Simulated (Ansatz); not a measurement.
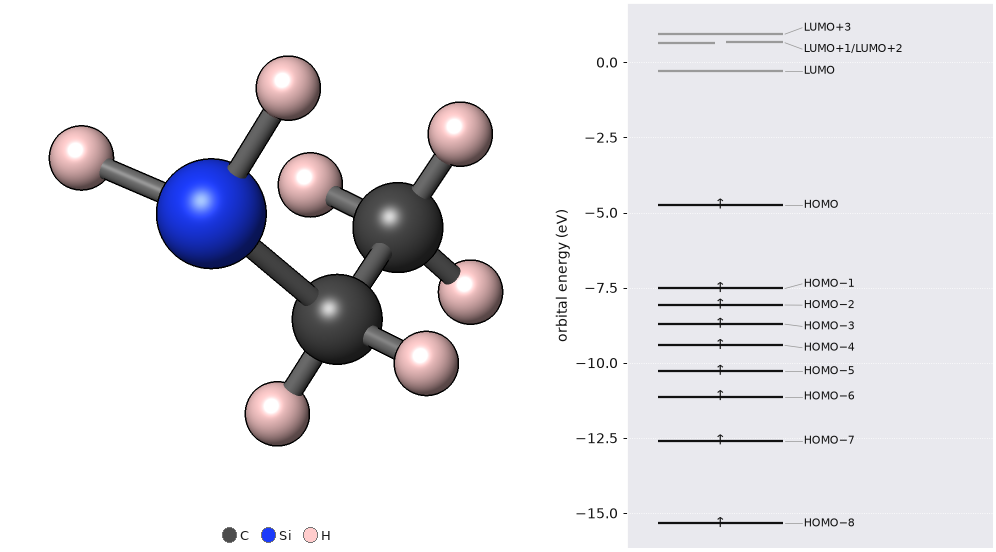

C₂H₇Si, SMILES CC[SiH2], doublet. Kohn-Sham orbital energies near the frontier (alpha spin), LDA (SPW92)/def2-TZVPP in the Ansatz code, at a PBE0-D4/def2-TZVP geometry (a minimum by its frequencies), isolated molecule; empty levels in grey, levels within 0.03 eV side by side.

### Where do the highest filled and lowest empty alpha orbitals lie?

HOMO at −4.75 eV, LUMO at −0.29 eV, 4.46 eV apart.

### And the beta frontier levels?

Beta HOMO −7.39 eV, beta LUMO −3.49 eV.

### How far below the HOMO does the next level lie?

2.78 eV.

Caveats: empty levels above zero depend strongly on the basis.
